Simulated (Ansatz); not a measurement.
# SiPH7O: nudged elastic band

The run: nudged elastic band of SiPH7O. Method and program: RKS LDA/6-31G* (Ansatz 0.2.0).

It belongs to a series of runs on one base structure; here: band between the two ends. Figures and captions count atoms from 1; the log counts them from 0 in places.

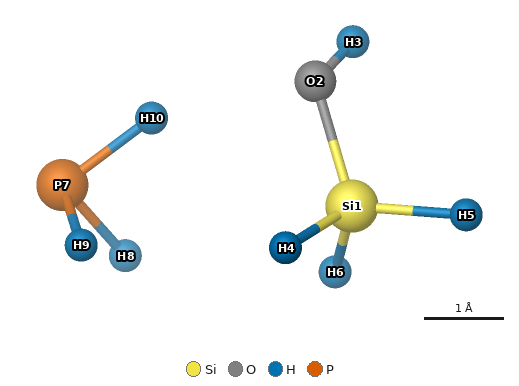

Fig. 1: The starting structure (ball-and-stick view, seen at a tilt; atoms are numbered from 1 in the order of the input). Bond lengths as drawn: H–O 0.98 Å, H–P 1.44 Å, H–Si 1.50 to 1.51 Å and O–Si 1.67 Å.

Input:
```yaml
crystal:
  periodic: [false, false, false]
  atoms:
    - { symbol: Si, position_ang: [-0.212198, 0.206194, 0.027783] }
    - { symbol: O, position_ang: [-0.066128, 0.221811, 1.686471] }
    - { symbol: H, position_ang: [-0.901364, 0.182473, 2.191663] }
    - { symbol: H, position_ang: [1.183435, 0.306662, -0.499733] }
    - { symbol: H, position_ang: [-1.021649, 1.373431, -0.470938] }
    - { symbol: H, position_ang: [-0.858287, -1.050157, -0.49554] }
    - { symbol: P, position_ang: [1.752785, -2.847552, 1.301358] }
    - { symbol: H, position_ang: [0.663043, -3.155579, 0.411942] }
    - { symbol: H, position_ang: [2.415587, -2.061722, 0.293853] }
    - { symbol: H, position_ang: [1.066275, -1.687061, 1.816241] }
basis:
  gaussian: { orbitals: "6-31G*" }
hamiltonian:
  xc: lda
neb:
  order_check: false
  images: 5
  f_tol: 0.05
  max_iterations: 60
  final_atoms:
    - { symbol: Si, position_ang: [0.35138313, -0.25711442, -0.38330042] }
    - { symbol: O, position_ang: [-0.58723438, -0.32084558, 2.21124726] }
    - { symbol: H, position_ang: [-0.97624741, -1.17809964, 2.48045584] }
    - { symbol: H, position_ang: [0.91793215, -0.22325036, -1.78182126] }
    - { symbol: H, position_ang: [0.46993363, 1.1301902, 0.16514731] }
    - { symbol: H, position_ang: [-1.08133758, -0.67620171, -0.4965467] }
    - { symbol: P, position_ang: [1.56563968, -1.69976636, 0.86904053] }
    - { symbol: H, position_ang: [0.63759313, -2.78498874, 0.70661298] }
    - { symbol: H, position_ang: [2.43632887, -2.1921041, -0.1656143] }
    - { symbol: H, position_ang: [0.28750777, -0.30931929, 2.65787876] }
  initial_path:
    images:
      - { positions_ang: [[-0.212198, 0.206194, 0.027783], [-0.066128, 0.221811, 1.686471], [-0.901364, 0.182473, 2.191663], [1.183435, 0.306662, -0.499733], [-1.021649, 1.373431, -0.470938], [-0.858287, -1.050157, -0.49554], [1.752785, -2.847552, 1.301358], [0.663043, -3.155579, 0.411942], [2.415587, -2.061722, 0.293853], [1.066275, -1.687061, 1.816241]] }
      - { positions_ang: [[-0.14396329, 0.13631449, 0.01858366], [-0.04502794, 0.14732827, 1.80104027], [-0.90408339, 0.02524559, 2.25098198], [1.24500666, 0.20641838, -0.49621762], [-0.91602675, 1.30981821, -0.4757819], [-0.80145867, -1.10015331, -0.49148912], [1.60274817, -2.55139338, 1.12787765], [0.613515, -3.14856094, 0.49625296], [2.43440365, -2.07242819, 0.19148423], [0.93638557, -1.46408911, 1.84036789]] }
      - { positions_ang: [[-0.07572858, 0.06643499, 0.00938431], [-0.02392788, 0.07284554, 1.91560953], [-0.90680279, -0.13198182, 2.31030096], [1.30657832, 0.10617475, -0.49270223], [-0.8104045, 1.24620543, -0.4806258], [-0.74463035, -1.15014963, -0.48743824], [1.45271134, -2.25523477, 0.95439731], [0.56398701, -3.14154288, 0.58056391], [2.45322029, -2.08313439, 0.08911547], [0.80649614, -1.24111723, 1.86449477]] }
      - { positions_ang: [[-0.00749387, -0.00344452, 0.00018497], [-0.00282782, -0.0016372, 2.0301788], [-0.90952218, -0.28920922, 2.36961994], [1.36814999, 0.00593113, -0.48918685], [-0.70478226, 1.18259264, -0.48546969], [-0.68780202, -1.20014594, -0.48338735], [1.3026745, -1.95907615, 0.78091696], [0.51445901, -3.13452481, 0.66487487], [2.47203694, -2.09384058, -0.0132533], [0.67660671, -1.01814534, 1.88862166]] }
      - { positions_ang: [[0.1121318, -0.08800115, -0.12764349], [-0.19763, -0.10803999, 2.09053495], [-0.93176392, -0.58550603, 2.40656524], [1.21807737, -0.0704627, -0.92006499], [-0.31321029, 1.16512516, -0.26859736], [-0.81898054, -1.02549787, -0.4877738], [1.39032956, -1.87263956, 0.81029149], [0.55550371, -3.01801279, 0.67878757], [2.46013425, -2.12659509, -0.0640403], [0.54690706, -0.78186999, 2.14504069]] }
      - { positions_ang: [[0.23175747, -0.17255778, -0.25547195], [-0.39243219, -0.21444279, 2.15089111], [-0.95400567, -0.88180283, 2.44351054], [1.06800476, -0.14685653, -1.35094313], [0.07836167, 1.14765768, -0.05172503], [-0.95015906, -0.85084979, -0.49216025], [1.47798462, -1.78620296, 0.83966601], [0.59654842, -2.90150076, 0.69270027], [2.44823156, -2.15934959, -0.1148273], [0.41720742, -0.54559464, 2.40145973]] }
      - { positions_ang: [[0.35138313, -0.25711442, -0.38330042], [-0.58723438, -0.32084558, 2.21124726], [-0.97624741, -1.17809964, 2.48045584], [0.91793215, -0.22325036, -1.78182126], [0.46993363, 1.1301902, 0.16514731], [-1.08133758, -0.67620171, -0.4965467], [1.56563968, -1.69976636, 0.86904053], [0.63759313, -2.78498874, 0.70661298], [2.43632887, -2.1921041, -0.1656143], [0.28750777, -0.30931929, 2.65787876]] }
```

Run on 1 thread of Arm Neoverse V1, 24 GiB of memory available, shared host.

Run as:
```bash
ansatz run input.yaml --threads 1 --pin off --max-ram 2048MiB --backend cpu --events-out ev --progress --plain --runs-dir out
```

What the program printed:
```
Engine: ansatz 0.2.0, aarch64-unknown-linux-gnu
Functional definition: SPW92
  exchange = slater_x
  correlation = pw_c
875 factors; their error is unknown
mean field evaluation 1: about -19238.4082 eV, gradient 5.3e1 eV
mean field evaluation 2: about -19213.2175 eV, gradient 1.2e2 eV
mean field evaluation 4: about -19243.5977 eV, gradient 4.8e0 eV
mean field evaluation 8: about -19243.6697 eV, gradient 5.6e-2 eV
mean field evaluation 16: about -19243.6170 eV, gradient 4.8e-5 eV
mean field -19243.61702379 eV, -707.1898818321 hartree, gradient 4.8e-5 eV, S^2 0.000000; 0 other end points of the search recorded, 0 dependent functions left out
the calculation of the forces begins
reference -19243.61705913 eV, -707.1898831307 hartree; 22, 22 occupied and 45, 45 virtual orbitals, 875 factors
875 factors; their error is unknown
mean field evaluation 32: about -19243.2220 eV, gradient 1.4e-5 eV
mean field -19243.22198800 eV, -707.1753645346 hartree, gradient 1.4e-5 eV, S^2 0.000000; 0 other end points of the search recorded, 0 dependent functions left out
[... from here on the field's lines of each further geometry are left out, up to the last ...]
NEB iter   1: max|band force component| = 4.675e0 eV/Å  barrier→ = 3.0881 eV  barrier← = 2.6930 eV  Δτ_max = 0.2000 Å  (172 SCF iters)
NEB iter   2: max|band force component| = 1.749e0 eV/Å  barrier→ = 2.1372 eV  barrier← = 1.7421 eV  Δτ_max = 0.2000 Å  (140 SCF iters)
NEB iter   3: max|band force component| = 1.247e0 eV/Å  barrier→ = 1.8183 eV  barrier← = 1.4232 eV  Δτ_max = 0.1920 Å  (140 SCF iters)
NEB iter   4: max|band force component| = 1.362e0 eV/Å  barrier→ = 1.5278 eV  barrier← = 1.1328 eV  Δτ_max = 0.0986 Å  (134 SCF iters)
NEB iter   5: max|band force component| = 8.213e-1 eV/Å  barrier→ = 1.5126 eV  barrier← = 1.1176 eV  Δτ_max = 0.0991 Å  (133 SCF iters)
NEB iter   6: max|band force component| = 5.990e-1 eV/Å  barrier→ = 1.5589 eV  barrier← = 1.1639 eV  CI = image 2  Δτ_max = 0.0998 Å  (136 SCF iters)
NEB iter   7: max|band force component| = 5.903e-1 eV/Å  barrier→ = 1.5564 eV  barrier← = 1.1614 eV  CI = image 2  Δτ_max = 0.1009 Å  (131 SCF iters)
NEB iter   8: max|band force component| = 5.501e-1 eV/Å  barrier→ = 1.5672 eV  barrier← = 1.1722 eV  CI = image 2  Δτ_max = 0.1002 Å  (130 SCF iters)
NEB iter   9: max|band force component| = 7.224e-1 eV/Å  barrier→ = 1.5713 eV  barrier← = 1.1762 eV  CI = image 2  Δτ_max = 0.1003 Å  (129 SCF iters)
NEB iter  10: max|band force component| = 5.384e-1 eV/Å  barrier→ = 1.5408 eV  barrier← = 1.1457 eV  CI = image 2  Δτ_max = 0.1000 Å  (125 SCF iters)
NEB iter  11: max|band force component| = 3.374e-1 eV/Å  barrier→ = 1.5064 eV  barrier← = 1.1114 eV  CI = image 2  Δτ_max = 0.1993 Å  (131 SCF iters)
NEB iter  12: max|band force component| = 2.734e-1 eV/Å  barrier→ = 1.4937 eV  barrier← = 1.0986 eV  CI = image 2  Δτ_max = 0.0942 Å  (131 SCF iters)
NEB iter  13: max|band force component| = 1.554e-1 eV/Å  barrier→ = 1.4903 eV  barrier← = 1.0953 eV  CI = image 2  Δτ_max = 0.1332 Å  (127 SCF iters)
NEB iter  14: max|band force component| = 2.272e-1 eV/Å  barrier→ = 1.4885 eV  barrier← = 1.0935 eV  CI = image 2  Δτ_max = 0.0523 Å  (130 SCF iters)
NEB iter  15: max|band force component| = 1.578e-1 eV/Å  barrier→ = 1.4880 eV  barrier← = 1.0930 eV  CI = image 2  Δτ_max = 0.0666 Å  (128 SCF iters)
NEB iter  16: max|band force component| = 5.964e-2 eV/Å  barrier→ = 1.4877 eV  barrier← = 1.0927 eV  CI = image 2  Δτ_max = 0.0270 Å  (119 SCF iters)
the calculation of the forces begins
reference -19243.20126598 eV, -707.1746030146 hartree; 22, 22 occupied and 45, 45 virtual orbitals, 875 factors
875 factors; their error is unknown
mean field -19242.12957421 eV, -707.1352190683 hartree, gradient 2.3e-5 eV, S^2 0.000000; 1 other end points of the search recorded, 0 dependent functions left out
the calculation of the forces begins
reference -19242.12960718 eV, -707.1352202799 hartree; 22, 22 occupied and 45, 45 virtual orbitals, 875 factors
NEB iter  17: max|band force component| = 4.182e-2 eV/Å  barrier→ = 1.4874 eV  barrier← = 1.0924 eV  CI = image 2  Δτ_max = 0.0000 Å  (253 SCF iters)
```

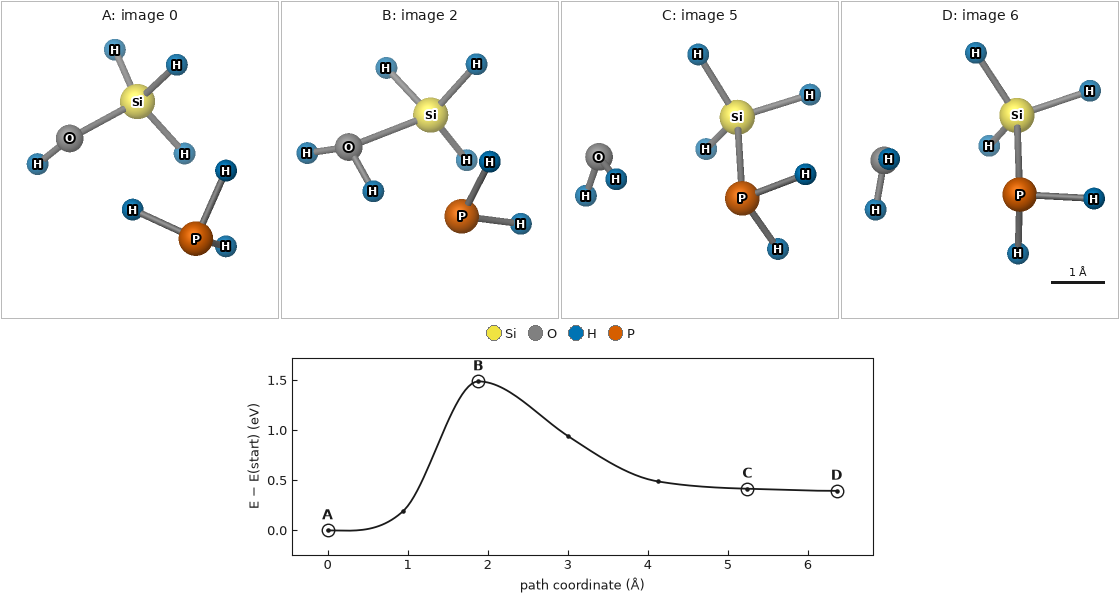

Fig. 2: Images of the last band (counted from 0; ball-and-stick, seen at a tilt) above the energy along the path; the line is a cubic interpolation that uses the forces. The highest image is number 2, 1.487 eV above the start and 1.092 eV above the end (the climbing image); the end lies 0.395 eV above the start. The path is 6.36 Å long. The band converged in 17 iterations.

```
Total energy: -19242.12960718 eV, -707.1352202799 hartree
Atom 0 at     0.010519    -0.252998     0.007254 Å, force     0.006012    -0.009991    -0.032098 eV/Å
Atom 1 at     0.099450    -0.034063     1.836812 Å, force     0.011824     0.022174     0.028503 eV/Å
Atom 2 at    -0.680856     0.349669     2.315724 Å, force    -0.007111    -0.004854    -0.014067 eV/Å
Atom 3 at     1.184061     0.030740    -0.879420 Å, force    -0.008013     0.002032     0.011730 eV/Å
Atom 4 at    -0.763441     1.057185    -0.041294 Å, force    -0.003780     0.004796     0.000036 eV/Å
Atom 5 at    -0.984103    -1.230682    -0.541438 Å, force    -0.000187     0.002898     0.004727 eV/Å
Atom 6 at     1.351251    -2.423168     1.108312 Å, force     0.004380    -0.003989    -0.002009 eV/Å
Atom 7 at     0.825142    -3.041432    -0.067118 Å, force    -0.000553    -0.003700    -0.002046 eV/Å
Atom 8 at     2.540315    -1.910632     0.501013 Å, force    -0.003979     0.000010    -0.000397 eV/Å
Atom 9 at     0.439160    -1.056119     2.023255 Å, force     0.001406    -0.009375     0.005621 eV/Å
Dipole moment:    -0.388888     0.403697     0.224511 e Å
this run last wrote the band of iteration 17 to [file]
```

The last band as extended XYZ (Å, eV, eV/Å):
```
10
Properties=species:S:1:pos:R:3:forces:R:3 image=0 energy=-19243.61702
Si   -0.2122    0.2062    0.0278    0.0019  -0.0088  -0.0073
O    -0.0661    0.2218    1.6865   -0.0132  -0.0058   0.0274
H    -0.9014    0.1825    2.1917    0.0205   0.0041  -0.0256
H     1.1834    0.3067   -0.4997   -0.0061  -0.0029   0.0022
H    -1.0216    1.3734   -0.4709   -0.0079   0.0093   0.0002
H    -0.8583   -1.0502   -0.4955    0.0013   0.0031   0.0004
P     1.7528   -2.8476    1.3014   -0.0032  -0.0026  -0.0156
H     0.6630   -3.1556    0.4119    0.0082  -0.0018   0.0001
H     2.4156   -2.0617    0.2939   -0.0039  -0.0064   0.0107
H     1.0663   -1.6871    1.8162    0.0024   0.0117   0.0074
10
Properties=species:S:1:pos:R:3:forces:R:3 image=1 energy=-19243.42570
Si   -0.1599   -0.0069    0.0490   -0.1719   0.2537   0.0359
O     0.0659    0.0706    1.7158   -0.0298   0.1139  -0.1290
H    -0.7067    0.3885    2.2253   -0.0058   0.0587  -0.0918
H     1.1484    0.0409   -0.6827   -0.0318  -0.0020   0.2019
H    -0.9356    1.2279   -0.2609   -0.1637   0.1829  -0.2314
H    -0.9481   -1.1923   -0.4446    0.0313   0.0476   0.1047
P     1.5464   -2.6955    1.2583    0.1947  -0.3004   0.1567
H     0.7828   -2.9216    0.0565   -0.0681   0.1182   0.1345
H     2.4844   -1.8470    0.5719   -0.0663   0.0456   0.0698
H     0.7438   -1.5761    1.7745    0.3115  -0.5181  -0.2512
10
Properties=species:S:1:pos:R:3:forces:R:3 image=2 energy=-19242.12957
Si    0.0105   -0.2530    0.0073    0.0060  -0.0100  -0.0321
O     0.0994   -0.0341    1.8368    0.0118   0.0222   0.0285
H    -0.6809    0.3497    2.3157   -0.0071  -0.0049  -0.0141
H     1.1841    0.0307   -0.8794   -0.0080   0.0020   0.0117
H    -0.7634    1.0572   -0.0413   -0.0038   0.0048   0.0000
H    -0.9841   -1.2307   -0.5414   -0.0002   0.0029   0.0047
P     1.3513   -2.4232    1.1083    0.0044  -0.0040  -0.0020
H     0.8251   -3.0414   -0.0671   -0.0006  -0.0037  -0.0020
H     2.5403   -1.9106    0.5010   -0.0040   0.0000  -0.0004
H     0.4392   -1.0561    2.0233    0.0014  -0.0094   0.0056
10
Properties=species:S:1:pos:R:3:forces:R:3 image=3 energy=-19242.67608
Si    0.1810   -0.3958   -0.1844    0.0930  -0.0784  -0.1214
O    -0.0115   -0.0259    2.1650   -0.0139   0.0409   0.1569
H    -0.8614    0.2805    2.5401   -0.0960  -0.0583   0.1229
H     1.0698   -0.1803   -1.3830   -0.0716  -0.1067  -0.2587
H    -0.3209    1.0012    0.0659    0.2142  -0.0456   0.0614
H    -1.0423   -1.1636   -0.6110   -0.0359   0.0249  -0.0373
P     1.2832   -2.1294    0.9129   -0.0412   0.1450  -0.0962
H     0.9511   -3.0479   -0.1370    0.0680   0.0027  -0.0327
H     2.6156   -1.8909    0.4476    0.0434   0.0191  -0.0267
H     0.1570   -0.9595    2.4469   -0.1600   0.0562   0.2318
10
Properties=species:S:1:pos:R:3:forces:R:3 image=4 energy=-19243.12777
Si    0.2609   -0.4232   -0.3697    0.0379   0.0071  -0.0316
O    -0.2505   -0.0343    2.3797   -0.0099   0.0454   0.0166
H    -1.1690    0.0127    2.7086   -0.0515  -0.0685   0.0369
H     0.8153   -0.4185   -1.7704   -0.0444  -0.0449  -0.0842
H     0.3342    0.9731    0.1443    0.1094  -0.0022   0.0149
H    -1.1611   -0.8937   -0.4538   -0.0252   0.0267   0.0271
P     1.3482   -2.0042    0.8371   -0.0028  -0.0045  -0.0145
H     1.1077   -3.0294   -0.1426    0.0267  -0.0004   0.0173
H     2.6772   -1.7447    0.3607    0.0024   0.0359  -0.0137
H     0.0586   -0.9492    2.5692   -0.0425   0.0054   0.0313
10
Properties=species:S:1:pos:R:3:forces:R:3 image=5 energy=-19243.20123
Si    0.3117   -0.3402   -0.3532   -0.0024   0.0057   0.0001
O    -0.5138   -0.0917    2.3465   -0.0056   0.0303  -0.0123
H    -1.2742   -0.6895    2.4907    0.0069  -0.0325   0.0023
H     0.7344   -0.4378   -1.7991    0.0001  -0.0012   0.0012
H     0.5955    1.0508    0.1118    0.0054  -0.0028  -0.0020
H    -1.1466   -0.6767   -0.3027    0.0012   0.0063   0.0025
P     1.4772   -1.8467    0.8737    0.0066   0.0061  -0.0050
H     0.9103   -2.9913    0.2140   -0.0049  -0.0004   0.0100
H     2.6600   -1.8650    0.0577   -0.0014  -0.0055  -0.0037
H     0.2669   -0.6234    2.6237   -0.0059  -0.0061   0.0068
10
Properties=species:S:1:pos:R:3:forces:R:3 image=6 energy=-19243.22199
Si    0.3514   -0.2571   -0.3833    0.0033   0.0059  -0.0010
O    -0.5872   -0.3208    2.2112   -0.0036  -0.0007  -0.0012
H    -0.9762   -1.1781    2.4805   -0.0004   0.0010  -0.0019
H     0.9179   -0.2233   -1.7818   -0.0008  -0.0004  -0.0023
H     0.4699    1.1302    0.1651   -0.0004  -0.0030   0.0004
H    -1.0813   -0.6762   -0.4965   -0.0025  -0.0016   0.0020
P     1.5656   -1.6998    0.8690   -0.0050  -0.0041  -0.0012
H     0.6376   -2.7850    0.7066    0.0039   0.0001  -0.0022
H     2.4363   -2.1921   -0.1656   -0.0001   0.0011   0.0042
H     0.2875   -0.3093    2.6579    0.0057   0.0016   0.0032
```

Summary:

- outcome: converged
- barrier, forward: 1.487 eV
- barrier, backward: 1.092 eV
- wall time: 2.1 min
- peak memory: 0.12 GiB

The order of the saddle point was not checked.
